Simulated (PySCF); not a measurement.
C6H10O2SSi2, SMILES c1cc([SiH2][SiH2]C(OC)=O)sc1 at its GFN2-xTB optimised geometry (Å):

```
21

C      0.0285     1.0498     3.6775
O     -0.4952    -0.1830     3.1968
C     -1.8272    -0.3445     3.1808
O     -2.6088     0.4877     3.5649
Si    -2.2149    -2.0260     2.3506
Si    -1.5386    -1.8081     0.1363
C     -0.3524    -0.3585     0.0000
C      1.0122    -0.3585     0.0000
C      1.5828     0.9313     0.0000
C      0.6424     1.9111     0.0089
S     -0.9513     1.2719     0.0140
H      0.9363     1.2522     3.1121
H     -0.7058     1.8440     3.5278
H      0.2569     0.9631     4.7412
H     -3.6399    -2.2838     2.5675
H     -1.4518    -3.0205     3.1134
H     -0.8009    -2.9740    -0.3689
H     -2.6420    -1.5494    -0.7993
H      1.5909    -1.2652    -0.0043
H      2.6420     1.1205    -0.0062
H      0.7839     2.9740     0.0089
```

Calculation: PBE/def2-SVP run with PySCF 2.14.0.

Map of the electrostatic potential (hartree/e), clipped to [-0.08, 0.12] on the plane z = 1.2 Å:

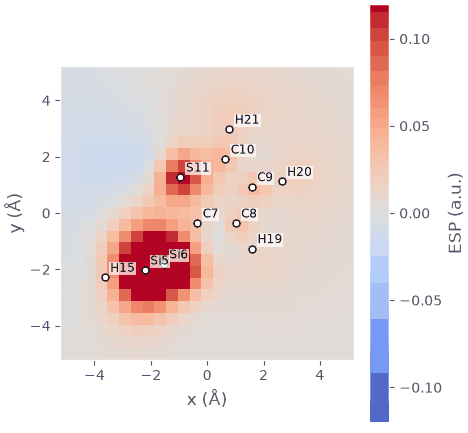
Electrostatic potential (hartree/e), clipped to [-0.08, 0.12] on the plane z = 1.2 Å.
